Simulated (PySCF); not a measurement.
Consider C2H6O (ethanol).

| atom | x (Å) | y (Å) | z (Å) |
| --- | --- | --- | --- |
| C | -0.8777 | 0.2671 | -0.0402 |
| C | 0.4501 | -0.4588 | -0.2305 |
| O | 1.5602 | 0.3316 | 0.1260 |
| H | -1.0383 | 0.5003 | 1.0117 |
| H | -0.8798 | 1.1959 | -0.6057 |
| H | -1.6965 | -0.3579 | -0.3856 |
| H | 0.4486 | -1.3955 | 0.3473 |
| H | 0.5994 | -0.7053 | -1.2842 |
| H | 1.4475 | 0.6287 | 1.0361 |

Geometry: GFN2-xTB.

These are results of PBE0/pcSseg-1, SCF density, in a chloroform solvent model, non-relativistic (PySCF 2.14.0), not measurements.

### What can the converged electron density and electron localisation function tell about the bonding?

C–O (1.41 Å): the density is about 2.1 e/Å³ at the midpoint, with its minimum of 1.8 e/Å³ about 0.5 Å from C; the ELF peaks at about 0.90 between the atoms, as expected for a shared but strongly polarised pair.
C–C (1.53 Å): the density is about 1.7 e/Å³ at the midpoint; the ELF peaks at about 0.95 between the atoms (a shared electron pair).
C–H (1.09 Å): the density is about 2 e/Å³ at the midpoint; the ELF climbs to about 1 towards the hydrogen, as it does in any bond to H: an ordinary covalent bond to hydrogen.

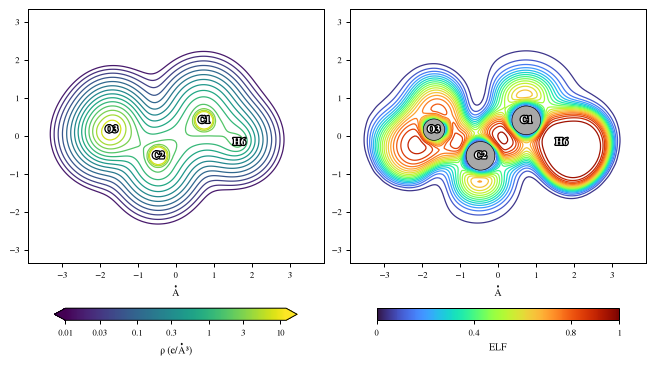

Computed electron density and electron localisation function on the plane of atoms C2, C1 and H6, in this order. Grey discs cover the atomic cores in the ELF map. 
